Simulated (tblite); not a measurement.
**Geometry relaxation of C$_{7}$H$_{9}$OPSi (part 1 of 4)**

The run: geometry relaxation of C$_{7}$H$_{9}$OPSi. Method and program: GFN2-xTB geometry optimisation, gas phase (tblite 0.8.0).

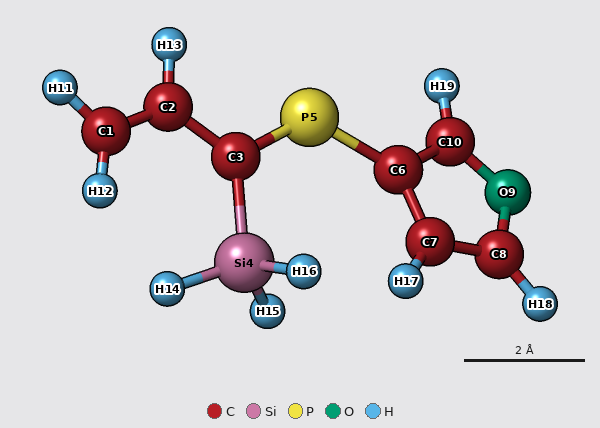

Figure 1. The structure as given in the input (ball-and-stick view, seen at a tilt; atoms are numbered from 1 in the order of the input).

Results in brief:

- outcome: converged
- total energy: −756.6298 eV
- hardware: 1 CPU thread, shared host
- wall time: 1.1 s
- peak memory: 0.18 GiB

Input file:
```
{"job": {"kind": "relax", "xc": "GFN2-xTB", "basis": "xTB"}, "charge": 0, "multiplicity": 1}
C      3.712000    -0.559500    -0.660800
C      2.504300    -1.103400    -0.752100
C      1.282200    -0.425600    -0.381200
Si     1.220800     1.317500     0.222300
P     -0.154800    -1.243000    -0.532200
C     -1.792100    -0.569100    -0.151900
C     -2.158700     0.559600     0.555900
C     -3.536200     0.614500     0.565000
O     -3.972100    -0.436000    -0.113900
C     -2.981500    -1.151200    -0.544400
H      4.541200    -1.185400    -0.961500
H      3.893400     0.441700    -0.323300
H      2.431400    -2.139500    -1.089600
H      2.545800     1.923900     0.038300
H      0.200400     2.068900    -0.481700
H      0.954900     1.340700     1.695200
H     -1.482100     1.269400     1.031900
H     -4.179600     1.348400     1.020400
H     -3.039200    -2.062500    -1.128600
```

The first line tells a small driver script what to run in tblite; the rest is the geometry in Å.

Command:
```bash
OMP_NUM_THREADS=1 python <driver script> task.json out
```

What the program printed:
```
step      E/eV     max force
  0    -755.81672    3.745
  1    -756.15936    1.975
  2    -756.28545    1.017
  3    -756.38421    0.617
  4    -756.41698    0.485
  5    -756.44426    0.391
  6    -756.45858    0.285
  7    -756.46883    0.257
  8    -756.47613    0.203
  9    -756.48216    0.193
 10    -756.48594    0.136
 11    -756.48931    0.134
 12    -756.49285    0.173
 13    -756.49689    0.220
 14    -756.50086    0.214
 15    -756.50350    0.111
 16    -756.50470    0.070
 17    -756.50535    0.081
 18    -756.50595    0.081
 19    -756.50657    0.060
 20    -756.50701    0.052
 21    -756.50740    0.060
 22    -756.50786    0.071
 23    -756.50839    0.071
 24    -756.50889    0.055
 25    -756.50931    0.053
 26    -756.50971    0.054
 27    -756.51022    0.071
 28    -756.51083    0.071
 29    -756.51141    0.050
 30    -756.51186    0.047
 31    -756.51225    0.040
 32    -756.51268    0.050
 33    -756.51321    0.058
 34    -756.51390    0.071
 35    -756.51469    0.091
 36    -756.51555    0.085
 37    -756.51647    0.098
 38    -756.51752    0.110
 39    -756.51886    0.107
 40    -756.52072    0.120
 41    -756.52353    0.149
 42    -756.52785    0.240
 43    -756.53382    0.338
 44    -756.54076    0.330
 45    -756.54429    0.329
 46    -756.54550    0.364
 47    -756.55242    0.112
 48    -756.55472    0.100
 49    -756.56387    0.173
 50    -756.56686    0.147
 51    -756.57380    0.173
 52    -756.57894    0.215
 53    -756.58015    0.289
 54    -756.58690    0.144
 55    -756.58916    0.098
 56    -756.59201    0.118
 57    -756.59322    0.129
 58    -756.59757    0.124
 59    -756.60036    0.106
 60    -756.60317    0.098
 61    -756.60508    0.101
 62    -756.60673    0.091
 63    -756.60805    0.097
 64    -756.60943    0.100
 65    -756.61094    0.085
 66    -756.61224    0.101
 67    -756.61335    0.067
 68    -756.61409    0.067
 69    -756.61477    0.067
 70    -756.61563    0.067
 71    -756.61661    0.066
 72    -756.61761    0.072
 73    -756.61882    0.097
 74    -756.62034    0.096
 75    -756.62200    0.088
 76    -756.62334    0.071
 77    -756.62432    0.065
 78    -756.62517    0.083
 79    -756.62596    0.062
 80    -756.62656    0.064
 81    -756.62702    0.059
 82    -756.62747    0.049
 83    -756.62799    0.056
 84    -756.62843    0.049
 85    -756.62872    0.033
 86    -756.62890    0.028
 87    -756.62907    0.029
 88    -756.62920    0.032
 89    -756.62930    0.033
 90    -756.62938    0.029
 91    -756.62947    0.019
 92    -756.62954    0.018
 93    -756.62959    0.016
 94    -756.62962    0.017
 95    -756.62966    0.018
 96    -756.62970    0.014
 97    -756.62974    0.017
 98    -756.62978    0.017
 99    -756.62980    0.012
100    -756.62982    0.010
101    -756.62984    0.010
```

Trajectory as extended XYZ (Å, eV, eV/Å), 42 of the 102 frames kept, from step=0 to step=101:
```
19
Properties=species:S:1:pos:R:3:forces:R:3 step=0 energy=-755.81672
C     3.7120   -0.5595   -0.6608    0.2900  -0.5340  -0.2430
C     2.5043   -1.1034   -0.7521   -0.5450  -0.1700   0.1980
C     1.2822   -0.4256   -0.3812    0.4750   1.0030   0.2220
Si    1.2208    1.3175    0.2223    0.6820   1.0320   0.9700
P    -0.1548   -1.2430   -0.5322   -1.1180  -3.3900  -1.1320
C    -1.7921   -0.5691   -0.1519    1.1200   0.1630  -0.2790
C    -2.1587    0.5596    0.5559   -0.3830   2.0660   1.3640
C    -3.5362    0.6145    0.5650    1.6230   0.3200   0.2510
O    -3.9721   -0.4360   -0.1139   -2.6150  -0.1980  -0.1620
C    -2.9815   -1.1512   -0.5444    1.9440  -0.8500  -0.5010
H     4.5412   -1.1854   -0.9615    0.1730   0.3600   0.1130
H     3.8934    0.4417   -0.3233    0.1400  -0.0910  -0.0320
H     2.4314   -2.1395   -1.0896   -0.2070   0.2690   0.0400
H     2.5458    1.9239    0.0383   -0.2340   0.2270  -0.0090
H     0.2004    2.0689   -0.4817   -0.1420   0.1770  -0.1780
H     0.9549    1.3407    1.6952    0.0130  -0.0260  -0.4100
H    -1.4821    1.2694    1.0319   -0.4600  -0.3600  -0.2010
H    -4.1796    1.3484    1.0204   -0.1550  -0.3870  -0.2490
H    -3.0392   -2.0625   -1.1286   -0.6000   0.3900   0.2380
19
Properties=species:S:1:pos:R:3:forces:R:3 step=2 energy=-756.28545
C     3.7135   -0.5728   -0.6664   -0.0420  -0.0250  -0.0030
C     2.4930   -1.1027   -0.7443   -0.3060   0.1480   0.1980
C     1.2747   -0.4112   -0.3777   -0.8850  -0.3300  -0.0440
Si    1.2372    1.3480    0.2487   -0.0540   0.2220   0.0940
P    -0.1675   -1.3336   -0.5644    0.3520  -0.8740  -0.3820
C    -1.7673   -0.5561   -0.1549    0.4440   0.1650  -0.0270
C    -2.1632    0.5952    0.5798    0.1560  -0.1630  -0.1090
C    -3.5125    0.6195    0.5691   -0.3090  -0.2670  -0.1640
O    -4.0129   -0.4437   -0.1190    0.7490   0.0030   0.0320
C    -2.9423   -1.1545   -0.5461   -0.0660   0.2270   0.0970
H     4.5504   -1.1767   -0.9592    0.2670   0.1000   0.0090
H     3.8977    0.4354   -0.3255    0.0870  -0.2880  -0.1000
H     2.4231   -2.1327   -1.0888   -0.2750   0.1470   0.0310
H     2.5416    1.9336    0.0378    0.1520   0.3830  -0.0350
H     0.1977    2.0739   -0.4861    0.0680   0.0850  -0.0090
H     0.9549    1.3403    1.6854   -0.0400   0.0270   0.0880
H    -1.4881    1.2694    1.0332    0.1240   0.4220   0.3100
H    -4.1824    1.3347    1.0117   -0.1270  -0.2260  -0.1370
H    -3.0575   -2.0570   -1.1254   -0.2940   0.2460   0.1510
19
Properties=species:S:1:pos:R:3:forces:R:3 step=5 energy=-756.44426
C     3.7027   -0.5859   -0.6690   -0.2300  -0.0530   0.0350
C     2.4639   -1.0897   -0.7258    0.0590   0.0220  -0.0160
C     1.2116   -0.4305   -0.3787    0.1690   0.0540   0.0390
Si    1.2361    1.3632    0.2551   -0.0120  -0.2660  -0.0870
P    -0.1597   -1.4267   -0.6025   -0.2630   0.2310   0.0880
C    -1.7259   -0.5522   -0.1635    0.1620  -0.1170   0.0100
C    -2.1425    0.5977    0.5805    0.2470   0.0260   0.0060
C    -3.5036    0.6081    0.5635    0.3860   0.0450   0.0390
O    -3.9759   -0.4502   -0.1213    0.0510   0.0780   0.0320
C    -2.9123   -1.1394   -0.5416    0.1200  -0.1450  -0.1250
H     4.5692   -1.1638   -0.9566   -0.1810  -0.0110   0.0120
H     3.9084    0.4128   -0.3333    0.0270   0.0340   0.0230
H     2.3910   -2.1142   -1.0838   -0.2260   0.0190   0.0330
H     2.5503    1.9729    0.0348   -0.1730   0.0970   0.0140
H     0.2040    2.0865   -0.4883    0.0440   0.1190  -0.0130
H     0.9508    1.3437    1.6954    0.0130   0.0390  -0.0020
H    -1.4901    1.3016    1.0580   -0.1550  -0.0110   0.0100
H    -4.1979    1.3070    0.9950   -0.0090  -0.1690  -0.0900
H    -3.0902   -2.0319   -1.1104   -0.0290   0.0070  -0.0090
19
Properties=species:S:1:pos:R:3:forces:R:3 step=7 energy=-756.46883
C     3.6928   -0.5881   -0.6666   -0.0800   0.0130   0.0310
C     2.4547   -1.0882   -0.7233    0.0440  -0.0330  -0.0320
C     1.2054   -0.4351   -0.3772    0.0800   0.0700   0.0360
Si    1.2325    1.3485    0.2480    0.0370   0.1090   0.1350
P    -0.1694   -1.4258   -0.6034    0.0600  -0.0120  -0.0170
C    -1.7122   -0.5599   -0.1650    0.0370   0.1250   0.0900
C    -2.1218    0.5940    0.5773    0.0510   0.0670   0.0650
C    -3.4811    0.6080    0.5643    0.1000   0.0100   0.0020
O    -3.9576   -0.4476   -0.1204   -0.0140   0.0410  -0.0060
C    -2.8996   -1.1402   -0.5453   -0.0200  -0.0730  -0.0360
H     4.5608   -1.1619   -0.9553   -0.1770  -0.0780  -0.0080
H     3.9118    0.4089   -0.3338   -0.0430   0.0550   0.0430
H     2.3697   -2.1085   -1.0804   -0.1570  -0.0980  -0.0120
H     2.5423    1.9881    0.0349   -0.2560  -0.0090   0.0190
H     0.2092    2.0963   -0.4888    0.0500   0.0580   0.0000
H     0.9505    1.3470    1.6993    0.0350   0.0120  -0.1620
H    -1.4980    1.3104    1.0656    0.0610   0.0010   0.0170
H    -4.2014    1.2907    0.9860    0.1650  -0.1350  -0.0680
H    -3.0985   -2.0270   -1.1083    0.0280  -0.1250  -0.0960
19
Properties=species:S:1:pos:R:3:forces:R:3 step=10 energy=-756.48594
C     3.6816   -0.5874   -0.6620   -0.0350  -0.0370  -0.0110
C     2.4470   -1.0917   -0.7243   -0.0430   0.0120   0.0180
C     1.2060   -0.4322   -0.3726   -0.0510   0.0340   0.0160
Si    1.2286    1.3492    0.2522   -0.1020   0.0610  -0.0450
P    -0.1666   -1.4246   -0.6053    0.0890  -0.0100  -0.0070
C    -1.7021   -0.5591   -0.1611    0.0090  -0.0580  -0.0430
C    -2.1033    0.5961    0.5808   -0.0060  -0.0330   0.0110
C    -3.4594    0.6054    0.5625   -0.0740  -0.0510  -0.0420
O    -3.9432   -0.4442   -0.1220    0.0300  -0.0690  -0.0610
C    -2.8897   -1.1446   -0.5491    0.0440   0.0130   0.0160
H     4.5381   -1.1699   -0.9556   -0.0250  -0.0840  -0.0210
H     3.9077    0.4102   -0.3299   -0.0930  -0.0250   0.0230
H     2.3399   -2.1133   -1.0791   -0.0260  -0.0060   0.0000
H     2.5151    2.0001    0.0362    0.0270   0.0760  -0.0180
H     0.2184    2.1087   -0.4886   -0.0050   0.0390  -0.0080
H     0.9529    1.3505    1.6902   -0.0230   0.0050   0.0760
H    -1.4931    1.3184    1.0743    0.1350  -0.0110   0.0130
H    -4.1888    1.2709    0.9763    0.0360   0.1050   0.0750
H    -3.0990   -2.0334   -1.1151    0.1130   0.0380   0.0080
19
Properties=species:S:1:pos:R:3:forces:R:3 step=12 energy=-756.49285
C     3.6741   -0.5902   -0.6609   -0.0030  -0.0590  -0.0210
C     2.4397   -1.0929   -0.7234   -0.0510   0.0150   0.0230
C     1.2030   -0.4269   -0.3690    0.0010   0.0300  -0.0050
Si    1.2201    1.3567    0.2529   -0.0010  -0.0280  -0.0320
P    -0.1582   -1.4274   -0.6076   -0.0940   0.0270   0.0310
C    -1.6955   -0.5609   -0.1616    0.0610  -0.0400  -0.0030
C    -2.0964    0.5953    0.5841    0.0220  -0.0480  -0.0190
C    -3.4543    0.6009    0.5588    0.0320   0.0340   0.0270
O    -3.9361   -0.4480   -0.1277   -0.0020   0.0010  -0.0010
C    -2.8816   -1.1467   -0.5503    0.0690  -0.0130  -0.0250
H     4.5247   -1.1808   -0.9574   -0.0040  -0.0240  -0.0010
H     3.8977    0.4087   -0.3260   -0.0740  -0.0860  -0.0030
H     2.3237   -2.1163   -1.0784    0.0110   0.0770   0.0250
H     2.5031    2.0116    0.0353    0.0680   0.0750  -0.0200
H     0.2215    2.1183   -0.4897   -0.1000   0.0810  -0.0550
H     0.9523    1.3525    1.6906   -0.0380   0.0110   0.1040
H    -1.4795    1.3200    1.0787   -0.0240  -0.1540  -0.0760
H    -4.1785    1.2696    0.9775    0.0110   0.0760   0.0500
H    -3.0895   -2.0343   -1.1183    0.1170   0.0250   0.0020
19
Properties=species:S:1:pos:R:3:forces:R:3 step=15 energy=-756.50350
C     3.6605   -0.6024   -0.6612    0.0050  -0.0260   0.0050
C     2.4233   -1.0926   -0.7196   -0.0070   0.0070  -0.0030
C     1.1962   -0.4152   -0.3642   -0.0300   0.0090  -0.0150
Si    1.2068    1.3706    0.2526    0.0550   0.0590   0.0360
P    -0.1531   -1.4278   -0.6068   -0.0540  -0.0140   0.0270
C    -1.6811   -0.5666   -0.1609   -0.0370   0.0250   0.0310
C    -2.0842    0.5861    0.5858   -0.0220  -0.0310  -0.0320
C    -3.4432    0.5974    0.5565    0.1040   0.0160   0.0360
O    -3.9220   -0.4524   -0.1361    0.0050   0.0700   0.0520
C    -2.8639   -1.1497   -0.5543   -0.0500   0.0240  -0.0130
H     4.5027   -1.2024   -0.9607    0.0360   0.0280   0.0150
H     3.8721    0.3952   -0.3198    0.0410  -0.0460  -0.0090
H     2.2983   -2.1130   -1.0747   -0.0120   0.0160   0.0060
H     2.4899    2.0384    0.0318   -0.0090   0.0000   0.0030
H     0.2140    2.1433   -0.4974   -0.0500   0.0010   0.0130
H     0.9466    1.3576    1.7009   -0.0170   0.0270  -0.0600
H    -1.4584    1.3024    1.0766   -0.0300  -0.0770  -0.0130
H    -4.1571    1.2759    0.9848    0.0310  -0.0440  -0.0360
H    -3.0572   -2.0353   -1.1256    0.0400  -0.0420  -0.0420
19
Properties=species:S:1:pos:R:3:forces:R:3 step=17 energy=-756.50535
C     3.6592   -0.6057   -0.6611   -0.0050  -0.0070   0.0100
C     2.4205   -1.0919   -0.7190   -0.0090   0.0070  -0.0050
C     1.1935   -0.4132   -0.3645   -0.0250   0.0200  -0.0030
Si    1.2075    1.3747    0.2534   -0.0130   0.0300  -0.0240
P    -0.1557   -1.4280   -0.6049    0.0230  -0.0130   0.0170
C    -1.6812   -0.5675   -0.1601   -0.0340  -0.0260  -0.0200
C    -2.0819    0.5835    0.5847   -0.0070  -0.0160  -0.0040
C    -3.4388    0.5982    0.5583    0.0250  -0.0260  -0.0040
O    -3.9202   -0.4496   -0.1346   -0.0200   0.0020  -0.0010
C    -2.8640   -1.1491   -0.5558   -0.0480   0.0080  -0.0060
H     4.5025   -1.2037   -0.9603    0.0280   0.0060   0.0100
H     3.8710    0.3907   -0.3195    0.0520  -0.0020   0.0050
H     2.2951   -2.1113   -1.0738   -0.0260  -0.0180  -0.0050
H     2.4892    2.0422    0.0313    0.0070   0.0060   0.0000
H     0.2098    2.1465   -0.4977   -0.0060  -0.0250   0.0420
H     0.9446    1.3598    1.7001   -0.0150   0.0300  -0.0430
H    -1.4574    1.2951    1.0752    0.0610   0.0200   0.0500
H    -4.1529    1.2753    0.9843    0.0040   0.0010  -0.0040
H    -3.0504   -2.0368   -1.1283    0.0060   0.0030  -0.0140
19
Properties=species:S:1:pos:R:3:forces:R:3 step=20 energy=-756.50701
C     3.6575   -0.6094   -0.6597    0.0100   0.0090   0.0050
C     2.4165   -1.0908   -0.7191    0.0120   0.0030   0.0000
C     1.1893   -0.4087   -0.3652    0.0300  -0.0050  -0.0120
Si    1.2069    1.3811    0.2507    0.0010  -0.0330  -0.0350
P    -0.1557   -1.4302   -0.6011    0.0100  -0.0010   0.0090
C    -1.6837   -0.5716   -0.1620    0.0220  -0.0010  -0.0060
C    -2.0771    0.5805    0.5849   -0.0080  -0.0100   0.0220
C    -3.4338    0.5968    0.5598   -0.0130   0.0000  -0.0040
O    -3.9212   -0.4473   -0.1342   -0.0030  -0.0160  -0.0210
C    -2.8680   -1.1488   -0.5584    0.0240  -0.0150  -0.0050
H     4.5039   -1.2047   -0.9584   -0.0200  -0.0150   0.0110
H     3.8761    0.3860   -0.3184    0.0190   0.0020   0.0090
H     2.2874   -2.1111   -1.0733   -0.0150   0.0180   0.0030
H     2.4887    2.0474    0.0307    0.0130   0.0080  -0.0090
H     0.2044    2.1477   -0.4933   -0.0310   0.0110   0.0030
H     0.9407    1.3661    1.6945   -0.0120   0.0290   0.0050
H    -1.4496    1.2893    1.0797    0.0160  -0.0290   0.0110
H    -4.1477    1.2744    0.9834   -0.0070   0.0280   0.0210
H    -3.0445   -2.0374   -1.1327   -0.0480   0.0180  -0.0080
19
Properties=species:S:1:pos:R:3:forces:R:3 step=22 energy=-756.50786
C     3.6568   -0.6113   -0.6584    0.0190   0.0100   0.0030
C     2.4147   -1.0897   -0.7192    0.0240   0.0030   0.0010
C     1.1888   -0.4060   -0.3665    0.0160  -0.0160  -0.0110
Si    1.2059    1.3834    0.2463    0.0170   0.0070   0.0130
P    -0.1540   -1.4316   -0.5980   -0.0030  -0.0060   0.0010
C    -1.6834   -0.5742   -0.1635    0.0170   0.0240   0.0270
C    -2.0747    0.5772    0.5869   -0.0160  -0.0120   0.0130
C    -3.4320    0.5956    0.5603   -0.0050   0.0150   0.0080
O    -3.9212   -0.4475   -0.1361    0.0320   0.0200   0.0010
C    -2.8682   -1.1496   -0.5604    0.0270   0.0050  -0.0010
H     4.5024   -1.2077   -0.9566   -0.0180  -0.0260   0.0070
H     3.8799    0.3831   -0.3166    0.0030   0.0030   0.0100
H     2.2807   -2.1098   -1.0727    0.0070   0.0180   0.0000
H     2.4888    2.0519    0.0294   -0.0150  -0.0100  -0.0130
H     0.1985    2.1500   -0.4905   -0.0240   0.0130  -0.0130
H     0.9372    1.3727    1.6914    0.0000   0.0210  -0.0180
H    -1.4422    1.2827    1.0834   -0.0350  -0.0610  -0.0120
H    -4.1440    1.2766    0.9850    0.0140  -0.0100   0.0000
H    -3.0437   -2.0365   -1.1365   -0.0590   0.0010  -0.0180
19
Properties=species:S:1:pos:R:3:forces:R:3 step=25 energy=-756.50931
C     3.6593   -0.6123   -0.6558    0.0070  -0.0090   0.0020
C     2.4161   -1.0872   -0.7193   -0.0020   0.0120   0.0040
C     1.1901   -0.4038   -0.3700   -0.0190   0.0190   0.0170
Si    1.2057    1.3869    0.2392   -0.0290   0.0360   0.0130
P    -0.1514   -1.4341   -0.5925    0.0090   0.0030  -0.0060
C    -1.6821   -0.5771   -0.1632   -0.0090  -0.0290   0.0130
C    -2.0737    0.5703    0.5915    0.0130  -0.0160  -0.0050
C    -3.4303    0.5950    0.5620    0.0140  -0.0060   0.0030
O    -3.9189   -0.4451   -0.1390    0.0010   0.0200  -0.0030
C    -2.8672   -1.1499   -0.5637   -0.0190   0.0180  -0.0070
H     4.5002   -1.2150   -0.9521    0.0130  -0.0300   0.0010
H     3.8891    0.3802   -0.3127   -0.0140   0.0010   0.0070
H     2.2738   -2.1057   -1.0724    0.0520  -0.0050  -0.0110
H     2.4888    2.0559    0.0252   -0.0230  -0.0120  -0.0260
H     0.1868    2.1526   -0.4865    0.0180  -0.0060  -0.0190
H     0.9319    1.3863    1.6834    0.0130   0.0050  -0.0060
H    -1.4355    1.2664    1.0899   -0.0150   0.0000   0.0270
H    -4.1389    1.2789    0.9876    0.0040  -0.0230  -0.0040
H    -3.0538   -2.0331   -1.1440   -0.0150   0.0230  -0.0010
19
Properties=species:S:1:pos:R:3:forces:R:3 step=27 energy=-756.51022
C     3.6619   -0.6134   -0.6540   -0.0090  -0.0130   0.0060
C     2.4171   -1.0846   -0.7190   -0.0150   0.0090   0.0030
C     1.1898   -0.4012   -0.3705    0.0020   0.0180   0.0190
Si    1.2035    1.3918    0.2365   -0.0310  -0.0160  -0.0230
P    -0.1495   -1.4355   -0.5901    0.0140   0.0050  -0.0070
C    -1.6816   -0.5810   -0.1613   -0.0110  -0.0460  -0.0160
C    -2.0721    0.5649    0.5942    0.0250  -0.0070   0.0120
C    -3.4279    0.5944    0.5634    0.0130  -0.0140  -0.0040
O    -3.9173   -0.4415   -0.1411   -0.0430  -0.0030  -0.0210
C    -2.8678   -1.1486   -0.5664   -0.0310  -0.0020  -0.0120
H     4.4997   -1.2222   -0.9493    0.0040   0.0020   0.0090
H     3.8933    0.3788   -0.3096   -0.0040  -0.0160   0.0000
H     2.2751   -2.1033   -1.0732    0.0450   0.0060  -0.0050
H     2.4865    2.0569    0.0200   -0.0010   0.0030  -0.0330
H     0.1814    2.1539   -0.4865    0.0110   0.0050  -0.0330
H     0.9302    1.3949    1.6782    0.0080   0.0020   0.0400
H    -1.4340    1.2561    1.0961    0.0240   0.0390   0.0540
H    -4.1356    1.2777    0.9887   -0.0140   0.0050   0.0140
H    -3.0625   -2.0289   -1.1486    0.0130   0.0220  -0.0020
```
